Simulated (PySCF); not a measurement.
# PmN (quintet): what the fields show

```yaml
atoms:
  - { symbol: Pm, position_ang: [0.0000, 0.0000, -0.1524] }
  - { symbol: N, position_ang: [0.0000, 0.0000, 1.5776] }
```

Theory: PBE0/x2c-SVPall, spin-free X2C-1e, Gaussian nucleus, at a bond length of 1.730 Å (PySCF 2.14.0).

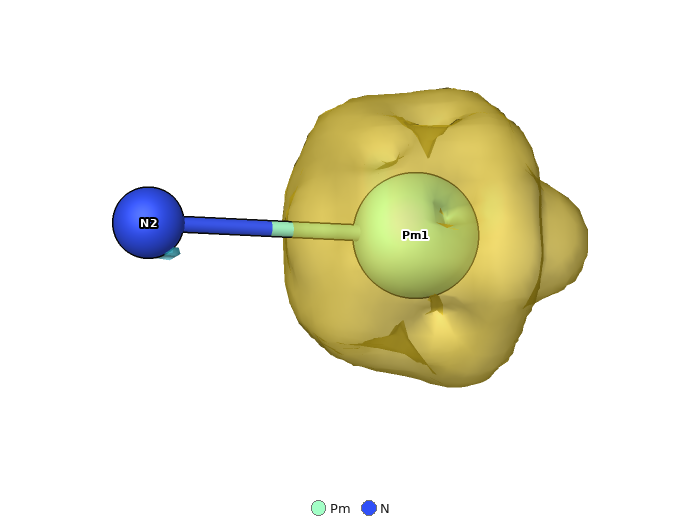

Figure 1. Isosurfaces of the spin density (α minus β) at +0.2 (yellow) and −0.2 e/Å³ (cyan), seen from one side.

Q: Which atoms carry the spin?

A: The unpaired spin (4 electrons) lies mostly on Pm1 (about 4.2), in electrons by Hirshfeld's partition, with opposite, polarisation-induced spin on N2.

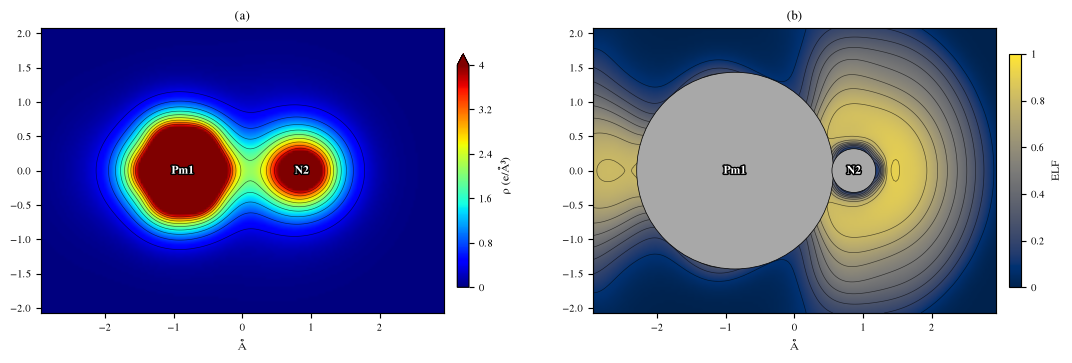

Figure 2. (a) electron density; (b) electron localisation function on a plane that holds the molecular axis. Grey discs cover the atomic cores in the ELF map.

Q: Read the bonding off the picture.

A: The plane passes through Pm and N nuclei. Pm–N (1.73 Å): ρ is about 2.3 e/Å³ halfway; the ELF peaks at about 0.80 in the valence shell of N, 0.6 Å from its nucleus, and is about 0.65 at the midpoint.

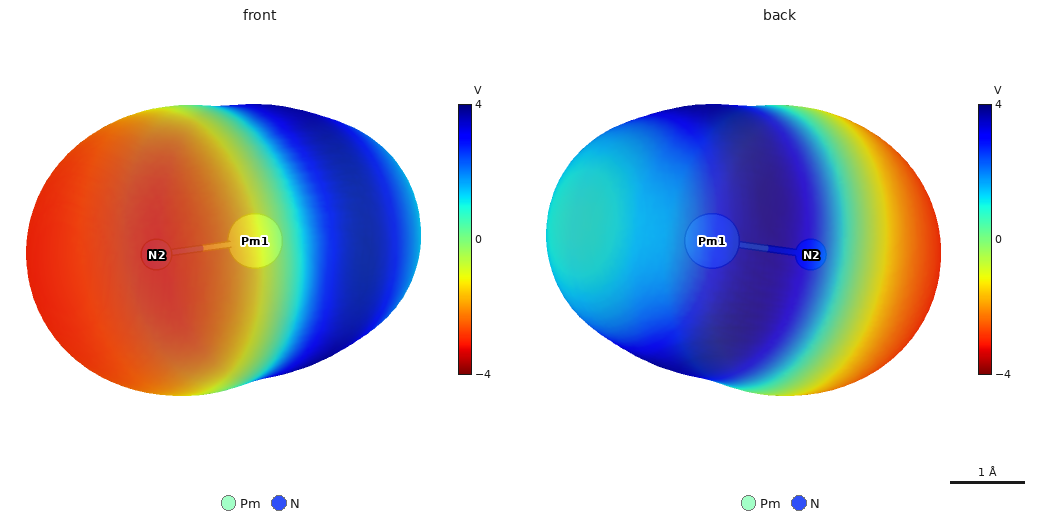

Figure 3. The electrostatic potential painted on the density surface at 0.002 e/bohr³, seen from the front and from behind; the colour scale runs from red (negative) to blue (positive).

Q: Describe the electrostatic potential map.

A: The most negative region (about −3.1 V, or −71 kcal/mol for a unit charge) lies over N2, the most positive (about +3.7 V, or +85 kcal/mol for a unit charge) over Pm1. N2 is the likeliest acceptor of a hydrogen bond.
